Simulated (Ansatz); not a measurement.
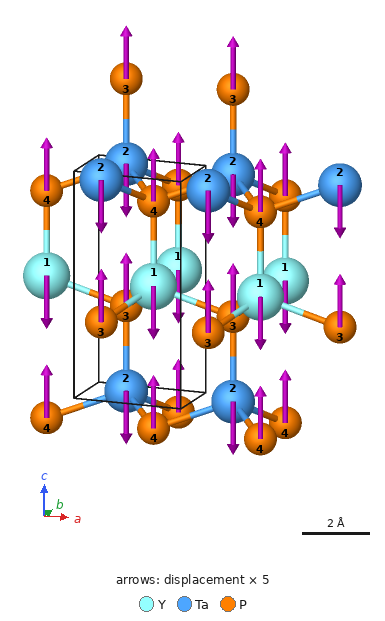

This is a relaxation of a crystal of YTaP₂ (a generated structure, set up in P3m1) (coarse preliminary run). The starting structure is drawn; purple arrows show the displacements (the part carried along by the change of the cell is left out), 5 times their true length.

Style: ball-and-stick. Shown: the cell of the calculation, repeated 2 × 1 × 1 with one cell outlined, slightly off an axis.

The calculation used DFT PBE, scalar-relativistic, plane waves, PAW (Ansatz 0.2.0). (plane-wave cutoff 420 eV; k-point mesh 6 × 6 × 4; occupations gaussian; smearing width 0.1 eV; no spin polarisation; cell and atoms relaxed; force threshold 0.04 eV/Å; at most 70 steps)

### What happened in the run?

Over 9 accepted moves (11 points after the start) the energy falls by 466 meV per atom. Largest force component: 2.4 eV/Å at the start, 0.0027 eV/Å at the end. The pressure goes from −3.59 to 0.08 GPa. The line search rejected the trial step at point 8 of the run. At 1 point the geometry stayed and the basis and grid were re-selected for the new cell (energy shift of 0.1 meV per atom at most each time). The largest moves relative to the cell, 0.33 Å, are those of Y1, Ta2, P3 and P4. Ta2 goes along −c. Largest moves by element: Ta 0.33 Å, P 0.33 Å, Y 0.33 Å. The volume changes by −15.8 %, with a = b 4.240 → 4.483 Å (+5.7 %), c 6.924 → 5.215 Å (−24.7 %). Among the contacts that change: Ta2–P3 4.327 → 2.607 Å, Y1–P4 4.327 → 2.607 Å, Ta2–P3 (another image) 2.596 → 2.608 Å, Y1–P4 (another image) 2.596 → 2.607 Å. New bonds form: Ta2–P3 (4.33 → 2.61 Å), Y1–P4 (4.33 → 2.61 Å). Bond angles that change, for instance: P3–Ta2–P4 109.5° → 90.0°, P3–Y1–P4 109.5° → 90.0°, Y1–P3–Ta2 109.5° → 90.0°. The space group (tolerance 0.01 Å) goes from P3m1 (No. 156) to P-6m2 (No. 187).
